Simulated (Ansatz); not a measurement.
## Electronic structure of GeH$_{3}$SiZn (SMILES [SiH3][Ge][Zn]) (doublet) in real space

Input file:

```
basis:
  gaussian:
    orbitals: def2-TZVPD
crystal:
  periodic: [false, false, false]
  atoms:
    - {symbol: Ge, position_ang: [0.440817, -0.594807, -1.073869]}
    - {symbol: Si, position_ang: [-1.801720, 0.168219, -0.328941]}
    - {symbol: Zn, position_ang: [0.899660, -0.729393, 1.297755]}
    - {symbol: H, position_ang: [-2.573136, 0.414142, -1.608302]}
    - {symbol: H, position_ang: [-1.852932, 1.468423, 0.444063]}
    - {symbol: H, position_ang: [-2.624243, -0.820341, 0.469095]}
magnetization:
  spin_polarized: true
  initial_magnetization: 1
hamiltonian:
  xc: pbe0
output: {forces: true, orbitals: {seedname: orbitals}}
```

Run with:

```sh
ansatz run input.yaml --threads 2 --pin off --max-ram 4350MiB --events-out events.jsonl --progress --plain --runs-dir runs
```

Geometry: PBE-D3(BJ)/def2-SVP.

The calculation used isolated molecule in a Gaussian basis; Kohn-Sham density functional theory, functional PBE0 in Ansatz 0.2.0.

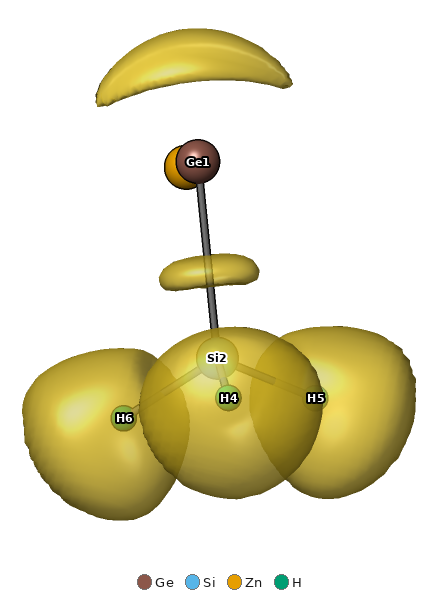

Figure 1. Isosurface of the electron localisation function at 0.85 (yellow), seen at an oblique angle. Only the valence region is drawn (cores and ρ < 0.01 e/Å³ removed).

### Describe the localisation domains.

The surface consists of one region between bonded Ge–Si atoms (shared pairs), three regions around hydrogen nuclei and one lobe on Ge, pointing away from the bonds (non-bonding electrons). Profiles from the grid: Zn–Ge (2.42 Å): the ELF is about 0.40 at the midpoint. Si–Ge (2.48 Å): the ELF peaks at about 0.95 between the atoms; a covalent bond.

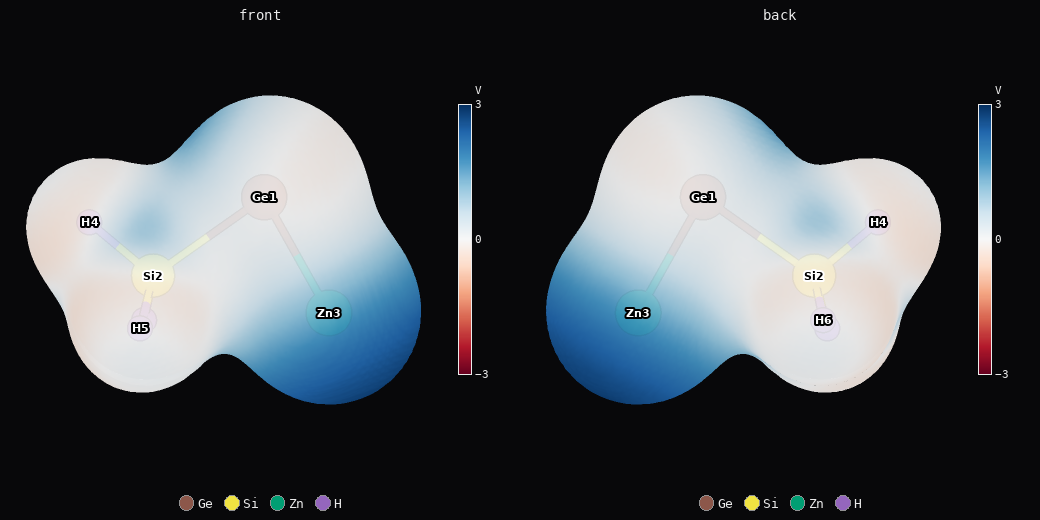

Figure 2. The molecular electrostatic potential painted on the density surface at 0.004 e/bohr³, seen from the front and from behind; red is negative and blue positive.

### Describe the electrostatic potential map.

The most negative region (about −0.3 V) lies over H4, H5 and H6, the most positive (about +2.8 V, or +65 kcal/mol for a unit charge) over Zn3.

### How polar is the molecule by this calculation?

Its dipole moment is 2.92 D.

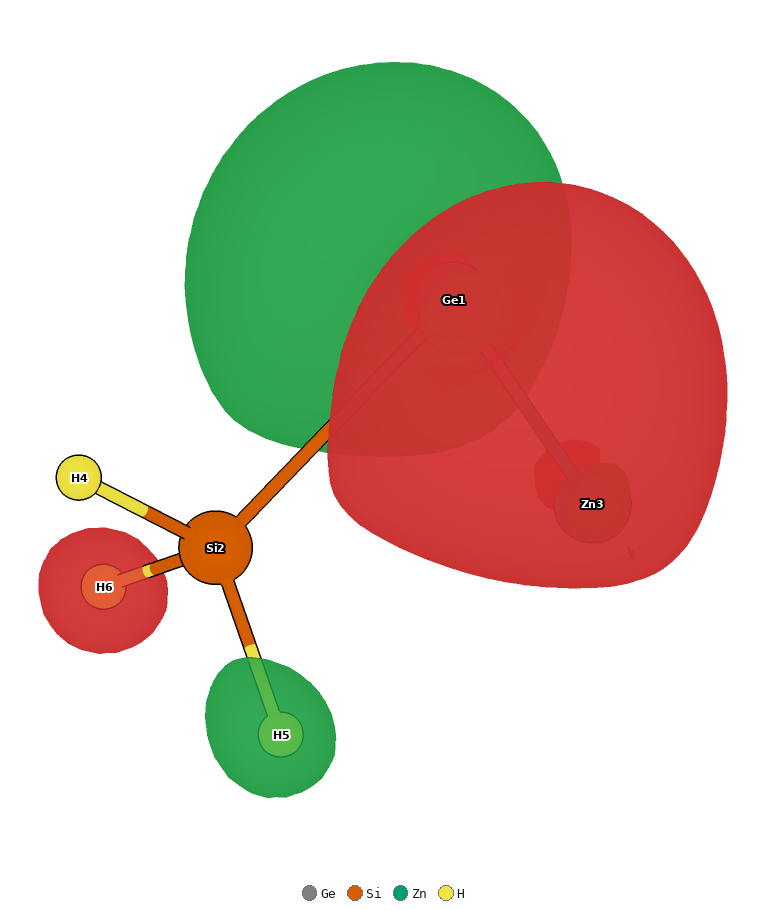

Figure 3. The HOMO (α) at ±0.1 Å⁻³ᐟ² (green and red are the two phases), seen at a tilt.

### What is the character of this orbital?

By Hirshfeld shares it lies mainly on Ge1 (about 75 %) and Zn3 (about 15 %). Its energy is −5.36 eV.

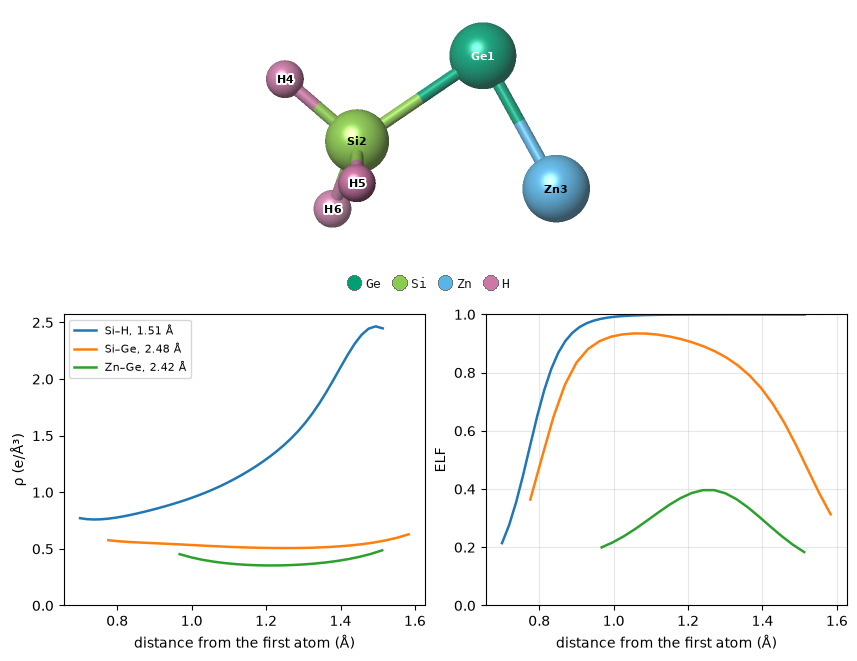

Figure 4. Electron density and electron localisation function along straight lines between neighbouring atoms. The curves leave out the atomic cores. The structure is drawn too.

### What can be read from the curves?

Si–H (1.51 Å): ρ is about 0.76 e/Å³ halfway; the ELF climbs to about 1 towards the hydrogen, as it does in any bond to H.
Si–Ge (2.48 Å): ρ at the midpoint is about 0.51 e/Å³; the ELF peaks at about 0.95 between the atoms, as expected for a covalent bond.
Zn–Ge (2.42 Å): ρ at the midpoint is about 0.35 e/Å³; the ELF is about 0.40 at the midpoint.
